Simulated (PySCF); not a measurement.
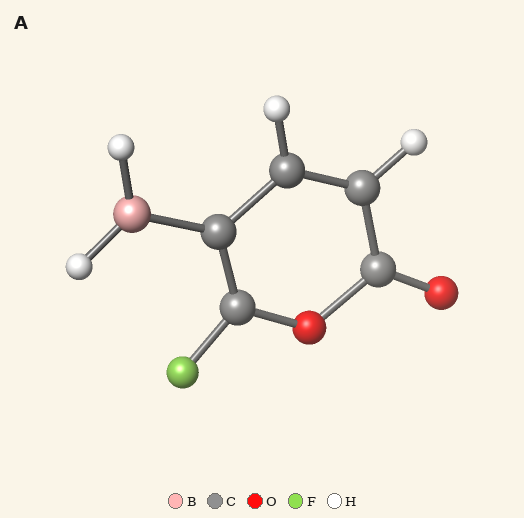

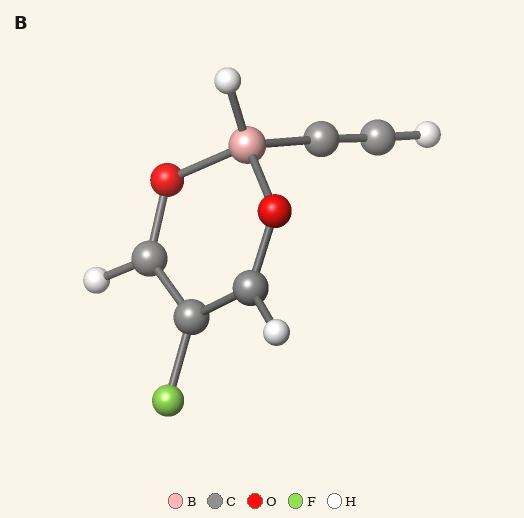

2 stationary structures of one formula. Geometries: GFN2-xTB. Electronic energies: CAM-B3LYP/def2-SVPD (PySCF 2.14.0), without zero-point energy. No frequency run is at hand to confirm each as a minimum.

**How are they related?**

They are constitutional isomers of C5H4BFO2: A `Bc1ccc(=O)oc1F`, B `C#C[B@@H-]1OC=C(F)C=[O+]1`.

**Which structure is the most stable?**

A is lowest; B lies 62.7 kJ/mol above it.

The geometry is semi-empirical. Around B such bond lengths and angles can be off by a tenth of an ångström or more and by several degrees, and values that hang on the shape move with them.
